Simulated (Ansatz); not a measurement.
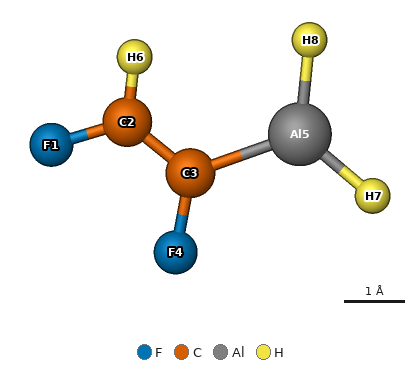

The starting structure (ball-and-stick view, seen on its broad side; atoms are numbered from 1 in the order of the input). Sticks mark near contacts.

## C2H3AlF2: geometry relaxation

C2H3AlF2, computed with RKS PBE0-D4/def2-TZVP (Ansatz 0.2.0).

The geometry: PBE-D4/def2-SVP start. Figures and captions count atoms from 1; the log counts them from 0 in places.

What the program printed:
```
Functional definition: PBE0
  name "PBE0"
  cite "Adamo & Barone, J. Chem. Phys. 110, 6158 (1999) doi:10.1063/1.478522"
  cite "Perdew, Burke & Ernzerhof, Phys. Rev. Lett. 77, 3865 (1996) doi:10.1103/PhysRevLett.77.3865"
  parent pbe
  parameter a = 0.25
  parameter kappa = 0.804
  parameter beta = 0.06672455060314922
  exchange = (1 - a)*pbe_x(kappa = kappa, mu = beta*pi^2/3) + a*exact_x
  correlation = pbe_c(beta = beta)
1083 factors; their error is unknown
mean field evaluation 1: about -14141.6136 eV, gradient 3.6e1 eV
mean field evaluation 2: about -14141.4008 eV, gradient 3.6e1 eV
mean field evaluation 4: about -14144.3754 eV, gradient 1.1e0 eV
mean field evaluation 8: about -14144.4108 eV, gradient 4.2e-2 eV
mean field evaluation 16: about -14144.4108 eV, gradient 6.1e-5 eV
mean field -14144.41080353 eV, -519.7975096038 hartree, gradient 6.1e-5 eV, S^2 0.000000; 0 other end points of the search recorded, 0 dependent functions left out
the calculation of the forces begins
reference -14144.41083419 eV, -519.7975107303 hartree; 23, 23 occupied and 156, 156 virtual orbitals, 1083 factors
relax step   1: F+E_penalty+E_count = -14144.52589309 eV  Δ(F+E_penalty+E_count) = +0.000e0 eV  max|allowed force component| = 7.262e-1 eV/Å  Δτ_max = 0.0000 Å  (28 SCF iters, accepted)
these checks for a lower state are left out or cut short: starts, cluster_reference, orbital_swaps, neighbouring_geometries, increment
1083 factors; their error is unknown
mean field -14144.44169610 eV, -519.7986448847 hartree, gradient 7.8e-6 eV, S^2 0.000000; 0 other end points of the search recorded, 0 dependent functions left out
the calculation of the forces begins
reference -14144.44172668 eV, -519.7986460084 hartree; 23, 23 occupied and 156, 156 virtual orbitals, 1083 factors
relax step   2: F+E_penalty+E_count = -14144.55739149 eV  Δ(F+E_penalty+E_count) = -3.150e-2 eV  max|allowed force component| = 1.797e-1 eV/Å  Δτ_max = 0.0267 Å  (33 SCF iters, accepted)
these checks for a lower state are left out or cut short: starts, cluster_reference, orbital_swaps, neighbouring_geometries, increment
1083 factors; their error is unknown
mean field -14144.44371936 eV, -519.7987192380 hartree, gradient 7.8e-6 eV, S^2 0.000000; 0 other end points of the search recorded, 0 dependent functions left out
the calculation of the forces begins
reference -14144.44374990 eV, -519.7987203606 hartree; 23, 23 occupied and 156, 156 virtual orbitals, 1083 factors
relax step   3: F+E_penalty+E_count = -14144.55961366 eV  Δ(F+E_penalty+E_count) = -2.222e-3 eV  max|allowed force component| = 5.560e-2 eV/Å  Δτ_max = 0.0101 Å  (34 SCF iters, accepted)
these checks for a lower state are left out or cut short: starts, cluster_reference, orbital_swaps, neighbouring_geometries, increment
1083 factors; their error is unknown
mean field evaluation 32: about -14144.4100 eV, gradient 8.8e-4 eV
mean field -14144.44373610 eV, -519.7987198533 hartree, gradient 7.8e-6 eV, S^2 0.000000; 0 other end points of the search recorded, 0 dependent functions left out
the calculation of the forces begins
reference -14144.44376662 eV, -519.7987209749 hartree; 23, 23 occupied and 156, 156 virtual orbitals, 1083 factors
relax step   4: F+E_penalty+E_count = -14144.55969779 eV  Δ(F+E_penalty+E_count) = -8.414e-5 eV  max|allowed force component| = 5.696e-2 eV/Å  Δτ_max = 0.0095 Å  (33 SCF iters, accepted)
these checks for a lower state are left out or cut short: starts, cluster_reference, orbital_swaps, neighbouring_geometries, increment
1083 factors; their error is unknown
mean field -14144.44383239 eV, -519.7987233921 hartree, gradient 7.8e-6 eV, S^2 0.000000; 0 other end points of the search recorded, 0 dependent functions left out
the calculation of the forces begins
reference -14144.44386289 eV, -519.7987245129 hartree; 23, 23 occupied and 156, 156 virtual orbitals, 1083 factors
relax step   5: F+E_penalty+E_count = -14144.55980426 eV  Δ(F+E_penalty+E_count) = -1.065e-4 eV  max|allowed force component| = 1.245e-2 eV/Å  Δτ_max = 0.0057 Å  (34 SCF iters, accepted)
these checks for a lower state are left out or cut short: starts, cluster_reference, orbital_swaps, neighbouring_geometries, increment
1083 factors; their error is unknown
mean field -14144.44385632 eV, -519.7987242716 hartree, gradient 7.8e-6 eV, S^2 0.000000; 0 other end points of the search recorded, 0 dependent functions left out
the calculation of the forces begins
reference -14144.44388682 eV, -519.7987253924 hartree; 23, 23 occupied and 156, 156 virtual orbitals, 1083 factors
relax step   6: F+E_penalty+E_count = -14144.55982159 eV  Δ(F+E_penalty+E_count) = -1.733e-5 eV  max|allowed force component| = 8.935e-3 eV/Å  Δτ_max = 0.0045 Å  (35 SCF iters, accepted)
these checks for a lower state are left out or cut short: starts, cluster_reference, orbital_swaps, neighbouring_geometries, increment
1083 factors; their error is unknown
mean field -14144.44385225 eV, -519.7987241219 hartree, gradient 7.8e-6 eV, S^2 0.000000; 0 other end points of the search recorded, 0 dependent functions left out
the calculation of the forces begins
reference -14144.44388274 eV, -519.7987252423 hartree; 23, 23 occupied and 156, 156 virtual orbitals, 1083 factors
relax step   7: F+E_penalty+E_count = -14144.55983395 eV  Δ(F+E_penalty+E_count) = -1.236e-5 eV  max|allowed force component| = 4.103e-3 eV/Å  Δτ_max = 0.0033 Å  (35 SCF iters, accepted)
1083 factors; their error is unknown
mean field evaluation 64: about -14144.4439 eV, gradient 7.8e-6 eV
```

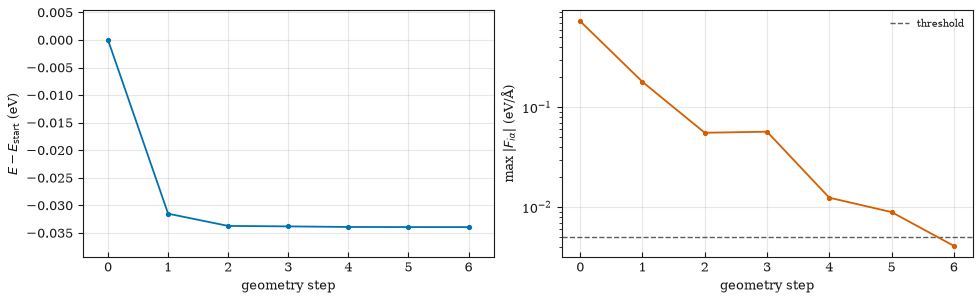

Progress of the relaxation, step by step (the first geometry is step 0 here and step 1 in the log).

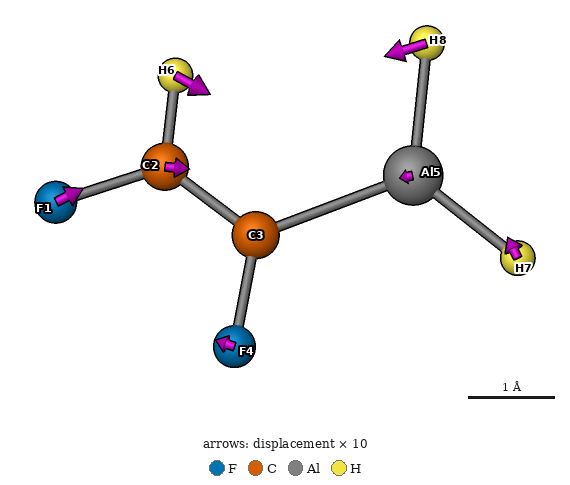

The starting structure with the displacements as pink arrows, magnified 10 times (ball-and-stick view, seen at an oblique angle). The two geometries are laid on each other by the best rigid fit. The atom that moves furthest after the best rigid fit is H8 (0.053 Å). Largest moves by element: H 0.053 Å, F 0.037 Å, C 0.030 Å, Al 0.017 Å. Distances before and after: C2–C3 1.358 → 1.334 Å, C2–H6 1.103 → 1.084 Å, Al5–H7 1.594 → 1.579 Å, Al5–H8 1.598 → 1.583 Å. After 6 geometry steps the energy has fallen by 0.034 eV. Largest force component: 0.73 eV/Å at the start, 0.0041 eV/Å at the end. (Atoms are counted from 1 in the order of the input.)

```
mean field -14144.44385225 eV, -519.7987241219 hartree, gradient 7.8e-6 eV, S^2 0.000000; 1 other end points of the search recorded, 0 dependent functions left out
the calculation of the forces begins
reference -14144.44388274 eV, -519.7987252423 hartree; 23, 23 occupied and 156, 156 virtual orbitals, 1083 factors
Total energy: -14144.55986444 eV, -519.8029874910 hartree
Atom 0 at     1.088623     0.513941     2.296348 Å, force    -0.001192    -0.002564    -0.003611 eV/Å
Atom 1 at     0.446879     0.568044     1.135446 Å, force    -0.000127     0.003232     0.001697 eV/Å
Atom 2 at     0.323448    -0.469055     0.305105 Å, force     0.001491    -0.004103     0.000838 eV/Å
Atom 3 at     0.885228    -1.642457     0.668886 Å, force    -0.000053     0.000450    -0.000045 eV/Å
Atom 4 at    -0.643590    -0.264870    -1.373574 Å, force     0.000171     0.001253     0.000068 eV/Å
Atom 5 at     0.024082     1.541190     0.913948 Å, force    -0.000608     0.001881    -0.000175 eV/Å
Atom 6 at    -0.796848    -1.483715    -2.365776 Å, force     0.000307     0.000300     0.001163 eV/Å
Atom 7 at    -1.235620     1.179722    -1.636182 Å, force     0.000011    -0.000449     0.000065 eV/Å
Dipole moment:    -0.202695     0.258288    -0.226705 e Å
```

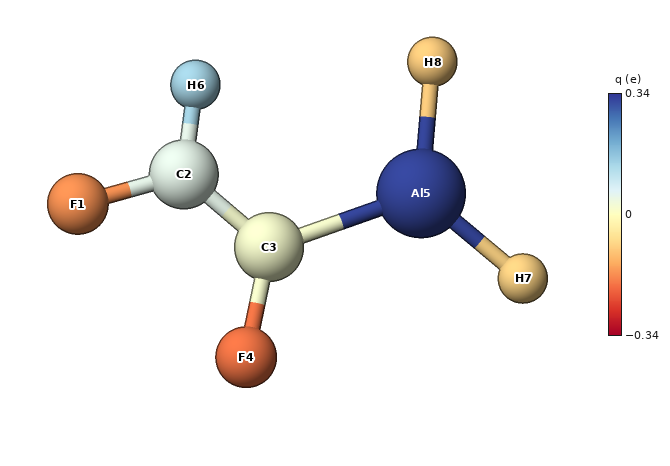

Mulliken charges, as the colour of each atom (ball-and-stick view, seen at a tilt; atoms are numbered from 1 in the order of the input). By element: F −0.19 to −0.16, C +0.02 to +0.05, Al +0.32 and H −0.09 to +0.14 e.

The run was set up as follows.

The input:
```yaml
crystal:
  periodic: [false, false, false]
  atoms:
    - {symbol: F, position_ang: [1.107252, 0.506291, 2.327737]}
    - {symbol: C, position_ang: [0.457519, 0.578533, 1.161782]}
    - {symbol: C, position_ang: [0.321547, -0.464950, 0.302902]}
    - {symbol: F, position_ang: [0.879669, -1.656187, 0.648539]}
    - {symbol: Al, position_ang: [-0.651398, -0.265755, -1.389017]}
    - {symbol: H, position_ang: [0.032149, 1.574117, 0.949155]}
    - {symbol: H, position_ang: [-0.793935, -1.511301, -2.373572]}
    - {symbol: H, position_ang: [-1.260602, 1.182052, -1.683325]}
basis:
  gaussian: {orbitals: def2-TZVP}
hamiltonian: {xc: pbe0, dispersion: d4}
relax: {f_tol: 0.005, max_steps: 150}
```

Results in brief:

- outcome: converged
- total energy: −14144.5599 eV
- mean-field energy: −14144.4439 eV
- dispersion energy: −0.1160 eV
- SCF solution under orbital rotations: stable
- largest force (length of the vector) at the end: 0.005 eV/Å
- dipole moment: 1.92 D
- hardware: 4 CPU threads, shared host
- wall time: 28 s (CPU time 1.7 min)
- peak memory: 0.39 GiB
